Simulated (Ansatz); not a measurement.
# CCSDTQ/STO-3G run of CHFO (formyl fluoride)

What is the electronic atomisation energy of CHFO (formyl fluoride) at CCSDTQ/STO-3G? 

The calculation is run with Ansatz 0.2.0.

73 further runs of the same task are left out: 73 set aside as unsound or not needed.

**1. Starting point**

The species is CHFO (4 atoms), meant as a singlet with charge 0. SMILES: `O=CF`. The coordinates come from a GFN2-xTB relaxation.

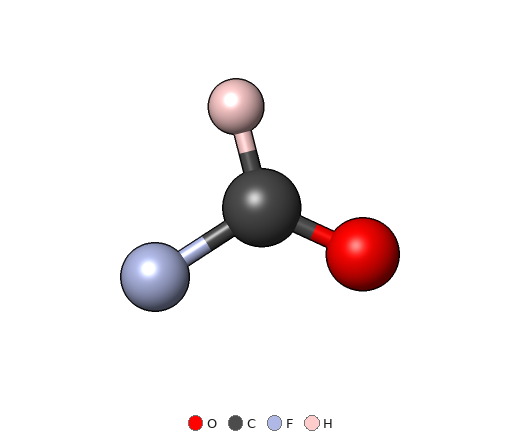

The structure, seen from a chosen angle (oxygen red, carbon dark grey, fluorine light blue, hydrogen pink).

**2. A single-point energy at CCSDTQ/STO-3G**

input.yaml reads:

```yaml
crystal:
  periodic: [false, false, false]
  atoms:
    - {symbol: O, position_ang: [-0.889680, 0.196020, 0.829980]}
    - {symbol: C, position_ang: [-0.049740, 0.073340, 0.022930]}
    - {symbol: F, position_ang: [0.584370, -1.090860, -0.181350]}
    - {symbol: H, position_ang: [0.355050, 0.821510, -0.671560]}
basis:
  gaussian:
    orbitals: STO-3G
correlation:
  method: ccsdtq
  frozen_orbitals: {C: 1, F: 1, H: 0, O: 1}
accuracy: high
scf:
  omitted_lower_state_checks: [cluster_reference, increment]
```

Started as:

```console
$ ansatz run input.yaml --threads 1 --pin off --max-ram 2610MiB --events-out events.jsonl --progress --plain --runs-dir runs
```

Log (excerpt; [...] marks lines left out):

```text
Warning: RAYON_NUM_THREADS=1 ignored (pool sized by the plan → 1); use --threads N
Functional definition: HF
  name "HF"
[...]
273 factors; integrals over basis functions are off by at most 3.4e-8 eV
[...]
mean field -5709.67407563 eV, -209.8266521235 hartree, gradient 1.5e-8 eV, S^2 0.000000; 0 other end points of the search recorded, 0 dependent functions left out; unrestricted orbitals would lower it
3 core orbitals not correlated: weight in the atoms' cores, before any rotation towards them, 1.000 or more for the frozen orbitals, at most 0.000 for the correlated occupied ones
reference -5709.67407563 eV, -209.8266521235 hartree; 9, 9 occupied and 4, 4 virtual orbitals, 273 factors
second order -3.56680892 eV of doubles, -0.00000000 eV of singles
cycle   1  -3.85028268 eV  change   -2.8e-1 eV  update   9.0e-2
[...]
cycle  25  -4.34271781 eV  change  -5.1e-10 eV  update   2.2e-9
Total energy: -5714.01679345 eV, -209.9862440595 hartree
Checks for a lower state left out: cluster_reference, increment
```

Wall time 7.5 s (1 thread of Arm Neoverse V1, shared host); peak memory 0.15 GiB.

**3. The C atom at the same level**

in.yaml reads:

```yaml
crystal:
  periodic: [false, false, false]
  atoms:
    - symbol: C
      position_ang: [0.000000, 0.000000, 0.000000]
basis:
  gaussian: {orbitals: STO-3G}
magnetization: {spin_polarized: true, initial_magnetization: 2}
correlation: {method: ccsdtq, frozen_orbitals: {C: 1}}
accuracy: high
scf: {omitted_lower_state_checks: [cluster_reference, increment]}
```

Run the same way, it converges to -37.21862 Eh (log not shown).

**4. The F atom**

run.yaml reads:

```yaml
crystal:
  periodic: [false, false, false]
  atoms:
    - {symbol: F, position_ang: [0.000000, 0.000000, 0.000000]}
basis:
  gaussian:
    orbitals: STO-3G
correlation:
  method: ccsdtq
  frozen_orbitals: {F: 1}
magnetization:
  spin_polarized: true
  initial_magnetization: 1
accuracy: high
total_charge: 0
scf:
  omitted_lower_state_checks: [cluster_reference, increment]
```

Run the same way, it converges to -97.98651 Eh (log not shown).

**5. The H atom: a single-point energy at UHF/STO-3G**

molecule.yaml reads:

```yaml
crystal:
  periodic: [false, false, false]
  atoms:
    - symbol: H
      position_ang: [0.000000, 0.000000, 0.000000]
basis:
  gaussian:
    orbitals: STO-3G
magnetization:
  spin_polarized: true
  initial_magnetization: 1
hamiltonian:
  xc: hf
accuracy: high
```

Run the same way, it converges to -0.46658 Eh (log not shown).

**6. The O atom, same level**

molecule.yaml reads:

```yaml
crystal:
  periodic: [false, false, false]
  atoms:
    - {symbol: O, position_ang: [0.000000, 0.000000, 0.000000]}
basis:
  gaussian: {orbitals: STO-3G}
magnetization: {spin_polarized: true, initial_magnetization: 2}
correlation: {method: ccsdtq, frozen_orbitals: {O: 1}}
accuracy: high
scf: {omitted_lower_state_checks: [cluster_reference, increment]}
```

Run the same way, it converges to -73.80415 Eh (log not shown).

**7. What came out**

Level: CCSDTQ/STO-3G, 3 core orbitals frozen.

| quantity | value |
| --- | --- |
| molecule: total energy | -209.98624 Eh |
| molecule: correlation energy (3 core orbitals frozen) | -159.6 mEh |
| molecule: T1 diagnostic | 0.014 |
| C atom: total energy | -37.21862 Eh |
| C atom: correlation energy (1 core orbital frozen) | -20.2 mEh |
| C atom: ⟨S²⟩ of the reference determinant | 2.000 |
| C atom: T1 diagnostic | 0.000 |
| F atom: total energy | -97.98651 Eh |
| F atom: correlation energy (1 core orbital frozen) | 0.0 mEh |
| F atom: ⟨S²⟩ of the reference determinant | 0.750 |
| F atom: T1 diagnostic | 0.000 |
| H atom: total energy | -0.46658 Eh |
| H atom: ⟨S²⟩ | 0.750 |
| O atom: total energy | -73.80415 Eh |
| O atom: correlation energy (1 core orbital frozen) | 0.0 mEh |
| O atom: ⟨S²⟩ of the reference determinant | 2.000 |
| O atom: T1 diagnostic | 0.000 |
| electronic atomisation energy | 13.888 eV |

In words: Taking the molecule apart into free atoms costs 13.89 eV (320 kcal/mol), before zero-point energy and without spin-orbit coupling. In a minimal basis such a difference can be off by several eV, whatever the method. The restricted solution (molecule) is unstable to spin breaking: an unrestricted one lies lower.
